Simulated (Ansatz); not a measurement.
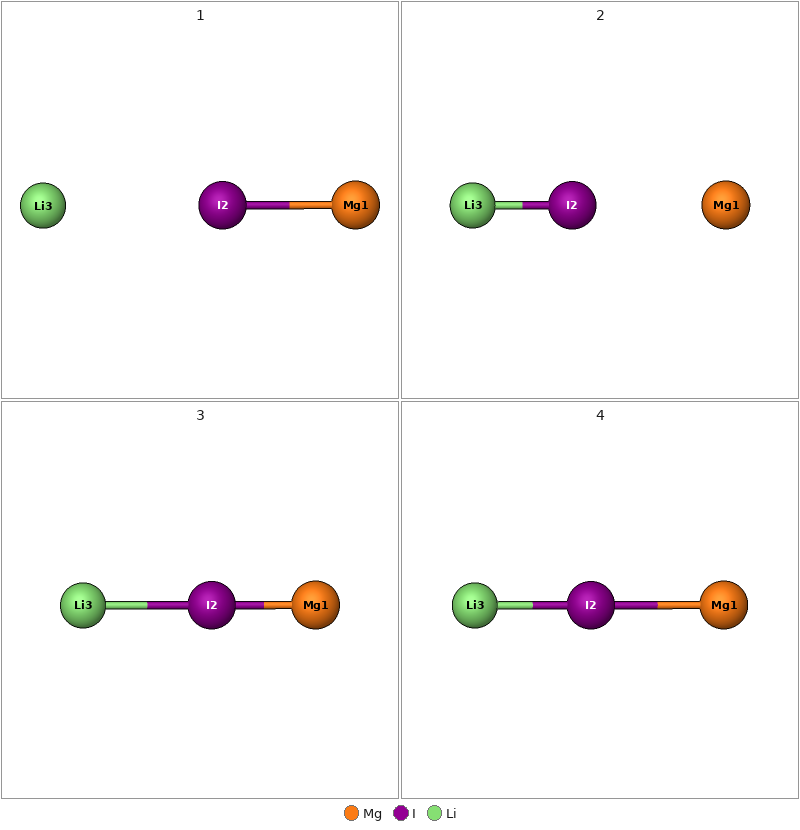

The system Mg + ILi. The first coordinate is: distance Mg1–I2; the second: distance I2–Li3. Nothing is relaxed (the angle Mg1–I2–Li3 is fixed at 180 degrees). Grid: 17 × 17 points. Points are written as (first, second). Energies: eV, counted from the lowest grid point. Theory: RKS PBE0-D4/def2-TZVPD (Ansatz).

The numbered pictures are structures from this grid.

Q: Which is the most stable, and how do the others follow?

A: 2, at (3.715 Å, 2.408 Å): 0.00 eV; 4, at (3.215 Å, 2.807 Å): 0.31 eV; 3, at (2.512 Å, 3.111 Å): 1.01 eV; 1, at (3.215 Å, 4.343 Å): 1.75 eV.

The map, with the structures marked:

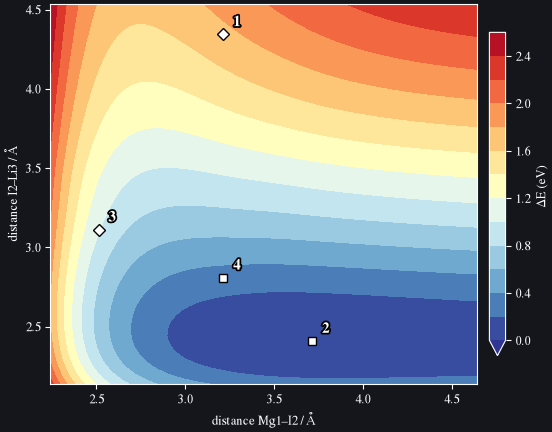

The picture shows filled contours. Between grid points the surface is interpolated.
